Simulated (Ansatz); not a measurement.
Run report: C$_{18}$O, geometry relaxation (part 3 of 3)

Continued. System: C$_{18}$O (slab, 19 atoms in the cell). Method: DFT PBEsol, scalar-relativistic, plane waves, PAW, spin-polarised (Ansatz 0.2.0); cutoff 420 eV, 2×2×1 k-mesh, Fermi–Dirac smearing of 0.05 eV, collinear spins. It belongs to a series of runs on one base structure; here: start relaxed.

Geometry of the input (Å; fractional positions):
```
7.3980  0.0000  0.0000
-3.6990  6.4069  0.0000
0.0000  0.0000  11.0000
C  0.0000  0.0000  0.0909
C  0.2222  0.1111  0.0909
C  0.0000  0.3333  0.0909
C  0.2222  0.4444  0.0909
C  -0.0000  0.6667  0.0909
C  0.2222  0.7778  0.0909
C  0.3333  0.0000  0.0909
C  0.5556  0.1111  0.0909
C  0.3333  0.3333  0.0909
C  0.5556  0.4444  0.0909
C  0.3333  0.6667  0.0909
C  0.5556  0.7778  0.0909
C  0.6667  0.0000  0.0909
C  0.8889  0.1111  0.0909
C  0.6667  0.3333  0.0909
C  0.8889  0.4444  0.0909
C  0.6667  0.6667  0.0909
C  0.8889  0.7778  0.0909
O  0.6081  0.9222  0.2127
```

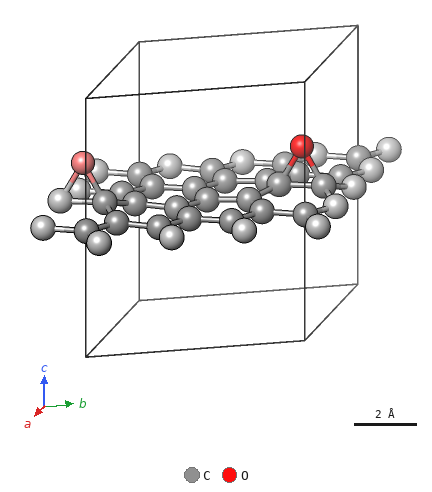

Figure 1. The geometry at step 3 of the log (ball-and-stick view of the cell of the calculation, with the vacuum cut short, seen slightly off an axis; neighbours outside the cell are drawn fainter).

### What the program printed, continued
```
relax step   6: F+E_penalty+E_count = -4997.73517634 eV  Δ(F+E_penalty+E_count) = -1.346e-3 eV  max|allowed force component| = 4.477e-2 eV/Å  Δτ_max = 0.0073 Å  (12 SCF iters, accepted)
NSCF: frozen V_eff on 4 k-points
the search or the solves at the SCF's close may have found levels that the self-consistency loop had missed (the run counts none). By its estimate they hold under 1e-12 electrons; where the run keeps them, the occupations were computed again with them
the band table was solved once a step of the walk had ended and its energy, with any forces and stress, was formed, with the checks that follow a solve (3408 applications of the Hamiltonian). They found nothing against the state; the energy, forces and stress were not computed again (output.eigenvalues in the input reference)
WARN: The output density's exchange-correlation potential varies sharply where the density is thin. Do not read a vacuum level from v_tot or v_xc, or from such a field of the output density. On a cell that repeats whose density bears no net charge and no dipole along the vacuum's axis use v_es (v_loc + v_h of the components); under efield.dipole_correction with no amplitude use v_es + v_field, which holds any external_charges[].barrier, or the levels of the report's work_function block, which leave it out; under a non-zero efield.amplitude the vacuum is tilted and has no level; on a cell that repeats and bears such a dipole with no correction it is tilted too, and efield.dipole_correction with no amplitude gives each side of its ramp a level where efield: is served; in a cell that repeats whose density bears a net charge (total_charge, or a fill off its count) it is curved and has none; of a slab under crystal.periodic whose density bears no net charge use v_es, which has a level on each side, short of where the two are joined; of another it falls or rises all the way out and has none; of a slab beside external_charges read slab_vacuum_level instead, which it has where they leave it neutral. The grid or the basis barely resolves most such structure, and the values can differ between equally converged runs; as a rule a tighter scf.convergence.dr2_threshold does not remove it. Where the density itself ripples (under the LDA too) a higher basis.ecutwfc lessens it. The files hold the spikes' plane waves up to the density's cutoff. Files: v_tot_of_output_density and the like, and their columns of v_z.tsv (output.write_potential); v_xc_of_output_density and the like, and their columns of v_comp_z.tsv (output.write_potential_components). Measured: with its Gaussian average of σ = 0.25 Å subtracted twice, the exchange-correlation potential is over 0.1 eV at 157 of the grid points where the equally averaged density (valence and model cores) is under 1e-3 e/Å³, and 0.364 eV at the most among them, at an averaged density of 1.5e-6 e/Å³. The input density's (outcome.potential() and, of a run that writes arrays, v_tot and v_xc) is over 0.1 eV, so measured, at 157 points of its own thin density, 0.362 eV at the most. See output.write_potential in the manual, Limitations
Magnetization: 0.0000 μB (39.0000 up, 39.0000 down)
Absolute magnetization: 0.0001 μB (∫|ρ↑−ρ↓|, with the PAW one-centre terms)
Spin contamination: 0.0000 ħ² per cell (⟨S²⟩ above its minimum at these occupations)
Per-site moments (μB) at R_I (Å): [(3.93270148765933e-6, 0.5748824350911801), (-1.3780250534002622e-6, 0.581169404204176), (4.045359191281774e-6, 0.5813648222708002), (-4.052042023078861e-6, 0.5813648222708002), (1.3466163091105784e-6, 0.5811383729264006), (-3.93063364141927e-6, 0.5749538843787726), (3.9568224424174626e-6, 0.5748867751217084), (-4.228047460369678e-6, 0.5748867751217084), (1.6197974826991043e-6, 0.581169404204176), (-4.075153164761806e-6, 0.5813816470703678), (4.2279346999692195e-6, 0.5749538843787726), (-7.38137767092678e-7, 0.5968787667524996), (7.402678235171029e-7, 0.5968659399948161), (-4.215196554649801e-6, 0.5748824350911801), (4.064562147348901e-6, 0.5813816470703678), (-1.5978283300902946e-6, 0.5811383729264006), (4.267642308976862e-6, 0.5749807066157523), (-3.959352560675255e-6, 0.5749807066157523), (-1.9532244834175765e-8, 0.5968659399948161)]
Free energy (F): -4997.735176 eV
Harris-Foulkes:  -4997.735176 eV  (|F-HF|=1.24e-10)
Internal energy: -4997.716906 eV  (E = F + TS)
E sigma→0 (E₀):  -4997.726041 eV
Entropy (-TS):   -0.018271 eV (-0.962 meV/atom)
Fermi energy:    -0.881331 eV
--- Per-component energies (eV) ---
  E_band       = -795.900933
  E_kinetic    = 1809.888838
  E_local      = -16496.520892  (includes V_loc(G=0)·N_el)
  E_nonlocal   = 540.861673
[...]
  E_hartree    = 7333.342317
  E_xc         = -928.558115
  E_vxc        = -1156.759278  (∫ρ·V_xc dr)
  E_paw        = -1870.320248  (= ΣΔE_a)
  E_vpaw       = -160.058493  (= ΣTr[D̂ρ^β])
  E_aug_tail   = 0.002514  (compensation charges beyond the density's cutoff)
  E_ewald      = 4613.171911
  E_core_change = 0.415097  (= ΣΔE_core)
  E_smearing   = -0.018271  (= −TS)
  E_closure    = 0.000000  (closes the sum)
  Σ components = -4997.735176   (vs F -4997.735176, Δ=0.00e0)
--- Forces (eV/Å), atoms counted from 1 ---
  atom   1  C      0.00962633    -0.00773424    -0.00126111
  atom   2  C     -0.01033193    -0.02127589    -0.00428233
  atom   3  C     -0.01118306    -0.00006771     0.01864820
  atom   4  C      0.00629192     0.00177956     0.02093824
  atom   5  C     -0.00720807     0.01787623    -0.00414917
  atom   6  C      0.01040215     0.02586786     0.00771815
  atom   7  C      0.00088216    -0.02748915     0.01037585
  atom   8  C      0.04476643    -0.01632480    -0.02881916
  atom   9  C     -0.00749196     0.01712104    -0.00170399
  atom  10  C      0.00185269     0.01228683     0.01031634
  atom  11  C      0.03180086     0.00790245    -0.03046284
  atom  12  C      0.00065031    -0.01618085     0.03802923
  atom  13  C     -0.00272373     0.02228834     0.03677172
  atom  14  C     -0.03850957    -0.00761356    -0.03079348
  atom  15  C      0.01747667     0.01397004     0.02551048
  atom  16  C     -0.00806484    -0.03249786    -0.00681438
  atom  17  C     -0.02478111     0.00265119    -0.03313226
  atom  18  C     -0.00569225     0.00691937     0.00600727
  atom  19  O     -0.00776166     0.00052179    -0.03289769
  max |Σ_I F_I| component: 1.35e-6 eV/Å
--- Band table (eV; the first three rows and the last of 8) ---
  k-point 0 ↑: bands = ["-24.2933", "-20.1345", "-17.9737", "-17.9681", "-17.8890", "-17.8498", "-17.7534", "-16.3644", "-13.6430", "-13.6022", "-13.4912", "-13.1079", "-11.7382", "-11.5592", "-11.0085", "-10.7460", "-10.7234", "-10.6352", "-10.5990", "-10.4892", "-8.3743", "-7.6811", "-7.6546", "-7.2542", "-6.8300", "-6.8025", "-6.7713", "-6.7369", "-5.6694", "-5.6597", "-5.5758", "-5.5115", "-5.4294", "-4.4681", "-4.1718", "-4.0011", "-3.4276", "-2.0189", "-0.9816", "-0.7810", "0.1460", "2.1313", "2.6648", "3.8135", "3.9963", "4.0253", "4.0594", "4.2378", "4.8713", "5.0809", "5.9682", "6.0510", "6.0536", "6.1080", "6.1166", "6.3388", "6.4997", "6.5605", "6.5743"]
  k-point 1 ↑: bands = ["-24.2900", "-19.8392", "-19.3037", "-18.5668", "-17.8330", "-16.1458", "-16.1087", "-16.0046", "-15.2719", "-15.1874", "-13.8494", "-12.5249", "-12.4440", "-12.3652", "-12.1357", "-9.5419", "-9.4775", "-9.1587", "-9.0717", "-8.9404", "-8.6692", "-8.0108", "-7.9591", "-7.7159", "-7.4640", "-7.4588", "-7.1469", "-6.6416", "-6.3362", "-6.0529", "-5.9505", "-5.3052", "-5.2800", "-4.1277", "-3.7257", "-3.5894", "-3.4312", "-3.0718", "-2.1249", "-0.4734", "1.1700", "1.5845", "1.9701", "2.5657", "3.4600", "3.6287", "4.7564", "4.7764", "5.2598", "5.2869", "5.4120", "5.6796", "5.6857", "5.8159", "5.9186", "6.2488", "6.5711", "6.9910", "7.0960"]
  k-point 2 ↑: bands = ["-24.2902", "-19.7915", "-19.3760", "-18.5042", "-17.9309", "-16.0967", "-16.0465", "-15.9853", "-15.5592", "-14.5736", "-14.2937", "-12.5893", "-12.3962", "-12.3157", "-12.1832", "-9.5042", "-9.4407", "-9.2528", "-8.9934", "-8.9291", "-8.8648", "-8.0216", "-7.6945", "-7.5522", "-7.5452", "-7.3753", "-7.3333", "-6.5503", "-6.3023", "-6.2438", "-5.6424", "-5.5112", "-5.1194", "-4.1189", "-3.9593", "-3.5350", "-3.3576", "-3.1323", "-2.6456", "0.2856", "1.1069", "1.6214", "1.6239", "2.7515", "3.4806", "3.6101", "4.0556", "4.8228", "5.0095", "5.2388", "5.3741", "5.7471", "5.8329", "5.8369", "6.3431", "6.6388", "6.6868", "7.1537", "7.1833"]
  k-point 3 ↓: bands = ["-24.2902", "-19.7914", "-19.3761", "-18.5043", "-17.9309", "-16.0965", "-16.0464", "-15.9853", "-15.5593", "-14.5736", "-14.2938", "-12.5893", "-12.3960", "-12.3157", "-12.1833", "-9.5041", "-9.4408", "-9.2528", "-8.9933", "-8.9291", "-8.8648", "-8.0215", "-7.6943", "-7.5520", "-7.5453", "-7.3752", "-7.3334", "-6.5504", "-6.3026", "-6.2441", "-5.6425", "-5.5110", "-5.1190", "-4.1192", "-3.9592", "-3.5350", "-3.3577", "-3.1323", "-2.6455", "0.2855", "1.1068", "1.6212", "1.6242", "2.7518", "3.4805", "3.6101", "4.0556", "4.8228", "5.0096", "5.2389", "5.3741", "5.7472", "5.8327", "5.8368", "6.3429", "6.6389", "6.6868", "7.1540", "7.1832"]
--- Relaxed structure (6 steps of the walk, 6 accepted, 0 SCFs on fresh bases) ---
  F+E_penalty+E_count = -4997.73517634 eV   max|allowed force component| = 4.477e-2 eV/Å
  atoms:
    - { symbol: C, position: [-3.395619882063912e-5, 0.003674279965042946, 0.08949339053406756] }
    - { symbol: C, position: [0.22294150744122934, 0.11460062795823267, 0.08534953353270158] }
    - { symbol: C, position: [0.0009796035249878265, 0.3355154917831773, 0.08318299584924488] }
    - { symbol: C, position: [0.2209576750114674, 0.44577755286410536, 0.08318967022902968] }
    - { symbol: C, position: [-0.0010206021194082981, 0.666687986447159, 0.08535232975280022] }
    - { symbol: C, position: [0.22188110125916888, 0.7775723845629181, 0.08940359008426195] }
    - { symbol: C, position: [0.3349588622878686, 0.003709556630401599, 0.08937783781732525] }
    - { symbol: C, position: [0.5524368864021314, 0.11548218538269024, 0.0911334460339651] }
    - { symbol: C, position: [0.33288862300814515, 0.3344915822921601, 0.08393565198148564] }
    - { symbol: C, position: [0.5560537674713597, 0.44574324175407154, 0.08325452989735795] }
    - { symbol: C, position: [0.327620622844085, 0.6658085506509639, 0.09117863398906441] }
    - { symbol: C, position: [0.5524089990566083, 0.773570601041044, 0.1142707843800263] }
    - { symbol: C, position: [0.6694905438412377, 0.007712482484985714, 0.1142412159206379] }
    - { symbol: C, position: [0.8942921286289278, 0.11547766187498346, 0.09118491030686082] }
    - { symbol: C, position: [0.6657726621814992, 0.33547775416383835, 0.08316371861851628] }
    - { symbol: C, position: [0.8890490477040222, 0.4468089877651827, 0.08392725553037349] }
    - { symbol: C, position: [0.669426522185359, 0.6658080028711213, 0.09123078486582396] }
    - { symbol: C, position: [0.8869400316447744, 0.777602174512851, 0.0894754287671834] }
    - { symbol: O, position: [0.6110293738253559, 0.8906880949950691, 0.2267453919092732] }
```

### Trajectory as extended XYZ (Å, eV, eV/Å), 6 frames, from step=1 to step=6
```
19
Lattice="7.3980 0.0000 0.0000 -3.6990 6.4069 0.0000 0.0000 0.0000 11.0000" Properties=species:S:1:pos:R:3:forces:R:3 step=1 energy=-4996.49221
C     0.0000    0.0000    1.0000   -0.7810   0.7424   0.0135
C     1.2330    0.7119    1.0000    0.1633   0.5549   0.1245
C    -1.2330    2.1356    1.0000    0.1174  -0.3886  -0.0573
C     0.0000    2.8475    1.0000   -0.0438   0.4033  -0.0365
C    -2.4660    4.2712    1.0000    0.0637  -0.4704   0.0320
C    -1.2330    4.9831    1.0000    0.6036  -0.7319  -0.1305
C     2.4660    0.0000    1.0000    0.4845   0.7580  -0.1074
C     3.6990    0.7119    1.0000   -2.6719   1.4926  -1.9908
C     1.2330    2.1356    1.0000   -0.0115  -0.5410  -0.0109
C     2.4660    2.8475    1.0000   -0.0102   0.2823   0.0512
C     0.0000    4.2712    1.0000   -1.9760  -0.9090  -0.8061
C     1.2330    4.9831    1.0000   -0.3374  -0.7969   1.8695
C     4.9320    0.0000    1.0000   -0.3319   1.6929   1.3626
C     6.1650    0.7119    1.0000    2.5936   1.1313  -1.2135
C     3.6990    2.1356    1.0000   -0.2434  -0.4290  -0.0725
C     4.9320    2.8475    1.0000    0.0495   0.4786  -0.0434
C     2.4660    4.2712    1.0000    1.7848  -0.5801  -0.3079
C     3.6990    4.9831    1.0000   -0.6770  -0.6996  -0.0715
O     1.0873    5.9085    2.3400    1.2236  -1.9899   1.3949
19
Lattice="7.3980 0.0000 0.0000 -3.6990 6.4069 0.0000 0.0000 0.0000 11.0000" Properties=species:S:1:pos:R:3:forces:R:3 step=2 energy=-4997.34151
C    -0.0004    0.0081    0.9784   -0.5355   0.4481  -0.0084
C     1.2304    0.7219    0.9712   -0.0205   0.2797  -0.0678
C    -1.2321    2.1401    0.9456    0.0631  -0.2207  -0.0563
C    -0.0066    2.8513    0.9567   -0.0648   0.1826   0.0060
C    -2.4707    4.2658    0.9609   -0.0071  -0.2943  -0.0430
C    -1.2399    4.9798    0.9664    0.5023  -0.4363   0.0444
C     2.4582    0.0065    0.9716    0.5940   0.4762   0.0322
C     3.6733    0.7228    0.9834   -0.9785   0.4601  -0.8678
C     1.2280    2.1388    0.9745    0.0116  -0.2982  -0.0056
C     2.4624    2.8490    0.9788    0.0813   0.2002  -0.0666
C    -0.0226    4.2647    0.9913   -0.6898  -0.0928  -0.1890
C     1.2299    4.9728    1.1377   -0.3401  -0.0942   1.4972
C     4.9312    0.0146    1.1412   -0.2554   1.1042   1.1255
C     6.1867    0.7274    0.9769    0.8104   0.2028  -0.4093
C     3.6881    2.1368    0.9558   -0.0557  -0.2334  -0.0055
C     4.9269    2.8474    0.9563   -0.0031   0.3061  -0.0192
C     2.4787    4.2641    1.0187    0.8221  -0.0911  -0.1092
C     3.6957    4.9805    0.9849   -0.5082  -0.4434   0.0351
O     1.1610    5.8641    2.4896    0.5740  -1.4558  -0.8925
19
Lattice="7.3980 0.0000 0.0000 -3.6990 6.4069 0.0000 0.0000 0.0000 11.0000" Properties=species:S:1:pos:R:3:forces:R:3 step=3 energy=-4997.63764
C    -0.0127    0.0220    0.9590    0.1009   0.0580   0.0262
C     1.2258    0.7363    0.9205   -0.0684  -0.1469  -0.0576
C    -1.2342    2.1464    0.9078    0.0564   0.1745  -0.0041
C    -0.0136    2.8596    0.9221   -0.0928  -0.1457  -0.0382
C    -2.4747    4.2667    0.9299   -0.0316   0.0753   0.0452
C    -1.2367    4.9815    0.9684   -0.0350  -0.0502  -0.0054
C     2.4625    0.0219    0.9567   -0.0835   0.0078   0.0081
C     3.6550    0.7386    0.9745    0.5206  -0.3908   0.6260
C     1.2241    2.1457    0.9297   -0.0035  -0.0089  -0.0406
C     2.4618    2.8578    0.9289    0.1117  -0.0894  -0.0123
C    -0.0396    4.2661    1.0029    0.1668   0.2320   0.1563
C     1.2235    4.9638    1.2566    0.1039   0.0978   0.8048
C     4.9249    0.0406    1.2972    0.0640   0.2525  -0.3122
C     6.1938    0.7416    0.9784   -0.5239  -0.4268   0.4966
C     3.6814    2.1434    0.9129    0.0197   0.2567  -0.0383
C     4.9225    2.8557    0.9221   -0.0085   0.0588  -0.0167
C     2.4887    4.2645    1.0199   -0.1515   0.1937  -0.0619
C     3.6849    4.9814    0.9772    0.0480  -0.0570  -0.0090
O     1.2407    5.7229    2.5753   -0.1933  -0.0914  -1.5669
19
Lattice="7.3980 0.0000 0.0000 -3.6990 6.4069 0.0000 0.0000 0.0000 11.0000" Properties=species:S:1:pos:R:3:forces:R:3 step=4 energy=-4997.71656
C    -0.0122    0.0234    0.9697    0.0333   0.0157   0.0041
C     1.2254    0.7356    0.9278   -0.0402  -0.0551  -0.0008
C    -1.2341    2.1485    0.9185    0.0093   0.0979  -0.0073
C    -0.0146    2.8584    0.9246   -0.0231  -0.1077  -0.0065
C    -2.4746    4.2690    0.9352   -0.0214   0.0391  -0.0111
C    -1.2369    4.9815    0.9722    0.0394  -0.0083   0.0425
C     2.4617    0.0232    0.9669    0.0287   0.0028   0.0324
C     3.6547    0.7413    0.9937    0.3799  -0.3478   0.2028
C     1.2243    2.1447    0.9307    0.0114   0.0285  -0.0183
C     2.4634    2.8578    0.9295    0.0267  -0.0858  -0.0343
C    -0.0406    4.2650    1.0054    0.0805   0.1794  -0.0039
C     1.2246    4.9608    1.2511    0.0411  -0.1623   0.3489
C     4.9256    0.0381    1.2696   -0.0037   0.6250  -0.2379
C     6.1942    0.7425    0.9941   -0.3960  -0.3294   0.1466
C     3.6825    2.1475    0.9207    0.0243   0.1204   0.0040
C     4.9232    2.8595    0.9272   -0.0012  -0.0034   0.0026
C     2.4894    4.2650    1.0116   -0.0497   0.1154  -0.1039
C     3.6853    4.9818    0.9762   -0.0128  -0.0193   0.0375
O     1.2370    5.7127    2.5153   -0.1265  -0.1051  -0.3977
19
Lattice="7.3980 0.0000 0.0000 -3.6990 6.4069 0.0000 0.0000 0.0000 11.0000" Properties=species:S:1:pos:R:3:forces:R:3 step=5 energy=-4997.73383
C    -0.0150    0.0230    0.9780   -0.0228   0.0231   0.0093
C     1.2249    0.7325    0.9369    0.0241   0.0224   0.0056
C    -1.2350    2.1501    0.9207    0.0195  -0.0291  -0.0359
C    -0.0142    2.8556    0.9211    0.0009   0.0162  -0.0362
C    -2.4743    4.2728    0.9376    0.0219  -0.0005   0.0026
C    -1.2333    4.9831    0.9806   -0.0237  -0.0582  -0.0004
C     2.4657    0.0226    0.9808   -0.0043   0.0481  -0.0050
C     3.6627    0.7389    1.0004   -0.0900   0.0643   0.0482
C     1.2250    2.1420    0.9269    0.0174   0.0078   0.0002
C     2.4650    2.8560    0.9199   -0.0283  -0.0136  -0.0195
C    -0.0367    4.2664    1.0002   -0.0727  -0.0409   0.0530
C     1.2255    4.9544    1.2612   -0.0118   0.0430  -0.1090
C     4.9248    0.0510    1.2604   -0.0097  -0.0528  -0.0918
C     6.1857    0.7391    0.9975    0.1018   0.0500   0.0521
C     3.6856    2.1504    0.9219   -0.0369  -0.0570  -0.0466
C     4.9239    2.8631    0.9275    0.0156   0.0436   0.0073
C     2.4866    4.2664    0.9981    0.0954  -0.0337   0.0505
C     3.6835    4.9830    0.9790    0.0123  -0.0359  -0.0027
O     1.2280    5.7061    2.4914   -0.0088   0.0032   0.1180
19
Lattice="7.3980 0.0000 0.0000 -3.6990 6.4069 0.0000 0.0000 0.0000 11.0000" Properties=species:S:1:pos:R:3:forces:R:3 step=6 energy=-4997.73518
C    -0.0138    0.0235    0.9844    0.0096  -0.0077  -0.0013
C     1.2254    0.7342    0.9388   -0.0103  -0.0213  -0.0043
C    -1.2338    2.1496    0.9150   -0.0112  -0.0001   0.0186
C    -0.0143    2.8560    0.9151    0.0063   0.0018   0.0209
C    -2.4736    4.2714    0.9389   -0.0072   0.0179  -0.0041
C    -1.2348    4.9818    0.9834    0.0104   0.0259   0.0077
C     2.4643    0.0238    0.9832    0.0009  -0.0275   0.0104
C     3.6598    0.7399    1.0025    0.0448  -0.0163  -0.0288
C     1.2254    2.1430    0.9233   -0.0075   0.0171  -0.0017
C     2.4649    2.8558    0.9158    0.0019   0.0123   0.0103
C    -0.0391    4.2657    1.0030    0.0318   0.0079  -0.0305
C     1.2253    4.9562    1.2570    0.0006  -0.0162   0.0380
C     4.9244    0.0494    1.2567   -0.0027   0.0223   0.0368
C     6.1888    0.7398    1.0030   -0.0385  -0.0076  -0.0308
C     3.6845    2.1494    0.9148    0.0175   0.0140   0.0255
C     4.9244    2.8626    0.9232   -0.0081  -0.0325  -0.0068
C     2.4896    4.2657    1.0035   -0.0248   0.0027  -0.0331
C     3.6852    4.9820    0.9842   -0.0057   0.0069   0.0060
O     1.2257    5.7065    2.4942   -0.0078   0.0005  -0.0329
```

### Results in brief

```json
{"quantity": "outcome", "value": "converged"}
{"quantity": "electrons treated", "value": "78"}
{"quantity": "free energy", "value": "−4997.7352 eV"}
{"quantity": "Fermi energy", "value": "−0.881 eV"}
{"quantity": "net moment of the cell", "value": "0.00 μB"}
{"quantity": "integrated absolute moment", "value": "0.00 μB"}
{"quantity": "final volume", "value": "521.38 Å³"}
{"quantity": "largest force (length of the vector) at the end", "value": "0.056 eV/Å"}
{"quantity": "hardware", "value": "1 thread of Arm Neoverse V1, 24 GiB of memory available, shared host"}
{"quantity": "wall time", "value": "2.7 min"}
{"quantity": "peak memory", "value": "0.82 GiB"}
```

Warnings of the run: some starting moments were not kept; the exchange-correlation potential is rough where the density is thin. The k-point mesh is coarse for a cell of this size, so the results may not be converged.
